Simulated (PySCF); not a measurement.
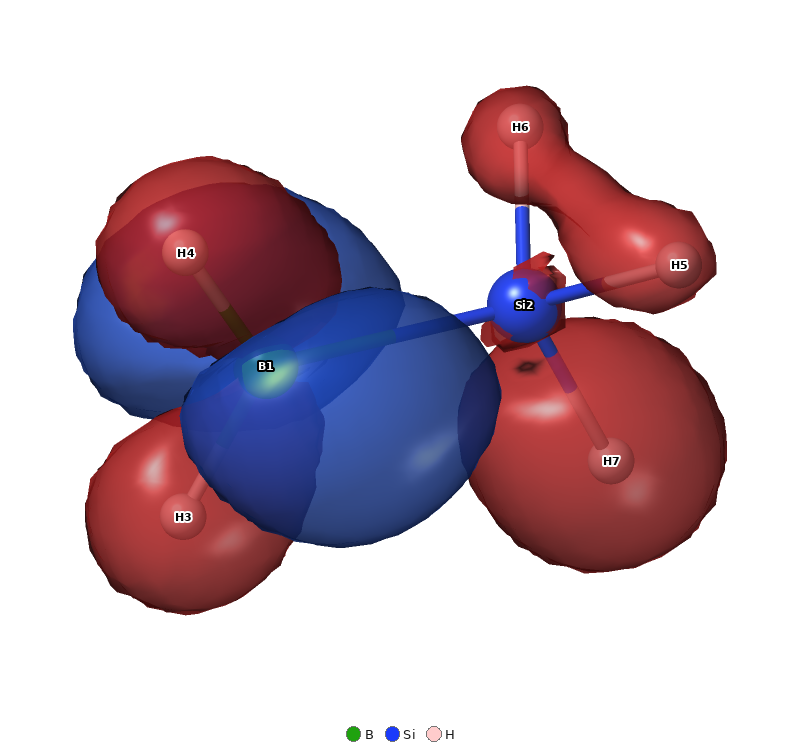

Figure 1: BH$_{5}$Si, SMILES `B[SiH3]`. Unrelaxed difference density of S₂ less the ground state (TDA singlet states), ±0.03 e/Å³; blue: gain, red: loss.

PySCF calculation, B3LYP/def2-TZVP, gas phase; geometry: GFN2-xTB. No frequency check shows the geometry to be a minimum. Without diffuse functions Rydberg states are missing, so the states' numbers hold for this basis only.

Cartesian coordinates (Å):

```
B1      -1.4086   -0.0056    0.0002
Si2      0.5473   -0.0019    0.0001
H3      -2.0336   -0.9950   -0.0003
H4      -2.0149    0.9960    0.0003
H5       1.1186    0.6991    1.1622
H6       1.1164    0.6778   -1.1767
H7       1.1942   -1.3232    0.0117
```

How does the charge move on excitation?

0.76 e is displaced in all, of which about 0.4 e passes between atoms: H7 (0.19 e) and H3 (0.06 e) lose electrons and B1 (0.40 e) gains them. The state: 5.07 eV (244 nm), f = 0.004; the leading pair carries 100 %; hole on Si2 (23 %), B1 (20 %) and H7 (20 %), electron on B1 (61 %), Si2 (18 %) and H3 and H4 (7 % each); their centroids lie 0.9 Å apart.
